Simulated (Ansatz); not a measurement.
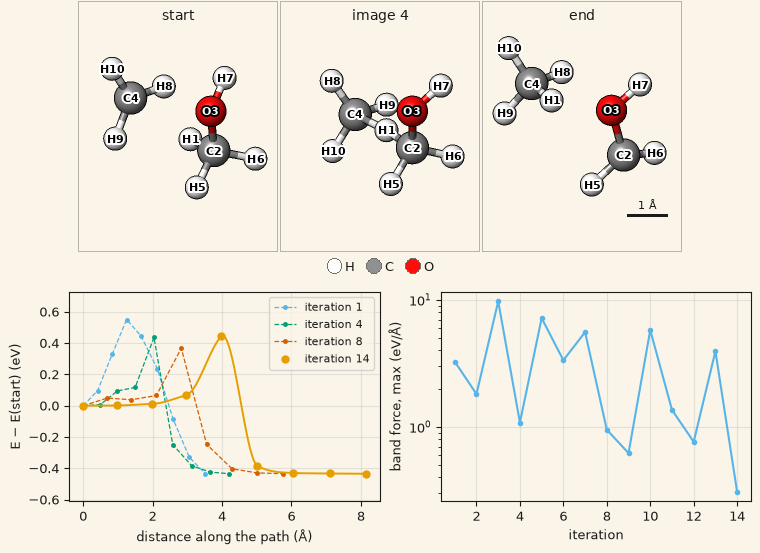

A search for the minimum-energy path of C2H7O (multiplicity 2), made up of CH4O and CH3 by the nudged elastic band. Images are numbered from 0 (start) to 8 (end). The plot follows the band through its iterations. A ball-and-stick model, seen from a free direction.

Computed with UKS B3LYP/def2-SVPD in Ansatz 0.2.0. Set-up: 7 movable images; climbing image; force threshold 0.5 eV/Å; iteration limit 60; starting path through a guess of the saddle point.

Q: How did the profile develop, and is the result final?

A: The run met only a loose threshold, so the barrier can't be trusted yet. The band converged in 14 iterations. The largest component of the band force went from 3.3 to 0.31 eV/Å. The climbing image converged on the top of the path. Its curvatures weren't checked. The force threshold is so loose that the height of the top is at best an upper bound. The first iteration put the highest image at 0.55 eV. The energy climbs by 0.44 eV to image 4 and then falls by 0.88 eV, so the end point sits at −0.43 eV.

Limits of the set-up: the start holds two separate molecules, 2.9 Å apart at their closest, whose relative position is a soft coordinate and is computed without a dispersion correction.

Cost: 4.2 min on 4 threads of Arm Neoverse N1, with other jobs on the host, peak memory 0.26 GiB.
